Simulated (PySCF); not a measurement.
## Electronic structure of C₄H₇B (BMe2(CCH)) in real space

The calculation's input:

```
{"job": {"kind": "nmr", "xc": "PBE0", "basis": "pcSseg-1"}, "charge": 0, "multiplicity": 1}
B      0.046669     0.054316     0.002886
C      1.615481     0.018969    -0.036967
H      1.937992    -0.060580     1.020290
H      2.066607     0.941385    -0.432320
H      2.033348    -0.859089    -0.550272
C     -0.748668     1.407443     0.021927
H     -0.985613     1.632208    -1.036931
H     -0.159170     2.257613     0.396910
H     -1.713834     1.354506     0.546219
C     -0.729943    -1.268016     0.025534
C     -1.349952    -2.318064     0.040134
H     -1.897437    -3.243430     0.053580
```

Launched as:

```sh
OMP_NUM_THREADS=1 python probes_run.py task.json out
```

Geometry: PBE0-D3(BJ)/def2-SVP.

These are results of PBE0/pcSseg-1, SCF density, gas phase, non-relativistic in PySCF, not measurements.

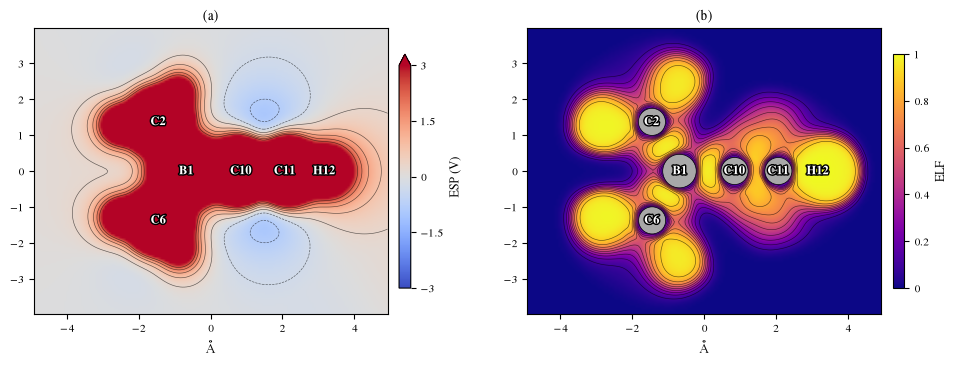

Figure 1. (a) electrostatic potential; (b) ELF on the plane of atoms C6, B1 and C10. Grey discs cover the atomic cores in the ELF map.

Read the bonding off the picture.

The section cuts through B, C and H sites.
C–C (1.22 Å): the ELF peaks at about 0.85 between the atoms; a short, multiple covalent bond.
C–B (1.53 Å): the ELF peaks at about 1 between the atoms: localised, covalent bonding.
C–H (1.08 Å): the ELF climbs to about 1 towards the hydrogen, as it does in any bond to H; a covalent bond by its length.
Outside the dense part of the molecule the potential is most negative (−1.0 V) near C11.

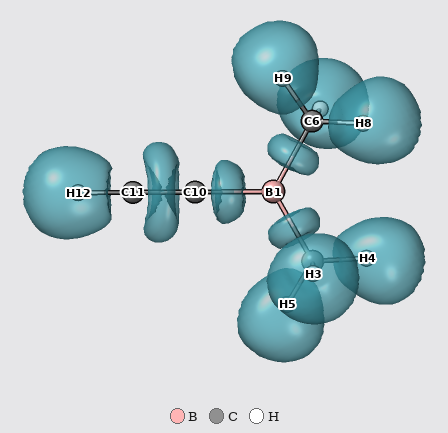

Figure 2. Isosurface of the ELF at 0.8 (cyan), seen across its widest extent. Core shells and regions of very low density are left out.

Identify the bonds, lone pairs and shells in this picture.

At this value the surface marks out three regions between bonded B–C atoms (shared pairs), one region between bonded C–C atoms (shared pairs) and seven regions around hydrogen nuclei.

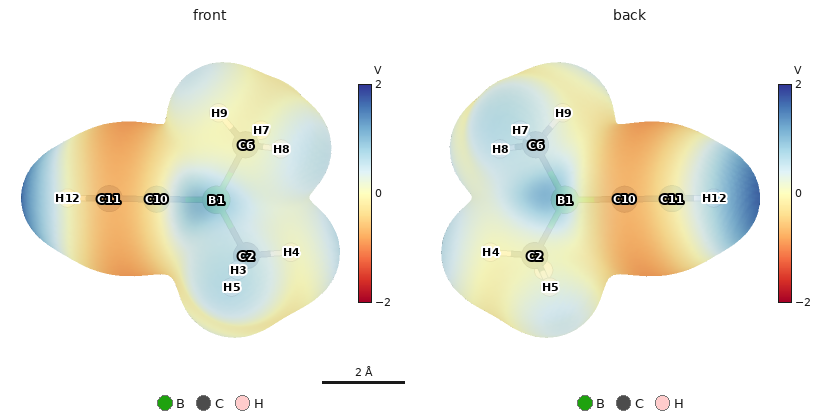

Figure 3. The molecular electrostatic potential painted on the density surface at 0.002 e/bohr³, seen from the front and from behind; red is negative and blue positive.

Which sites attract a positive test charge, and which a negative one?

A positive charge is drawn to the negative regions and a negative charge to the positive ones. The most negative region (about −0.9 V, or −21 kcal/mol for a unit charge) lies over C10 and C11, the most positive (about +1.6 V, or +37 kcal/mol for a unit charge) over H12.

How polar is the molecule by this calculation?

Its dipole moment is 0.07 D.
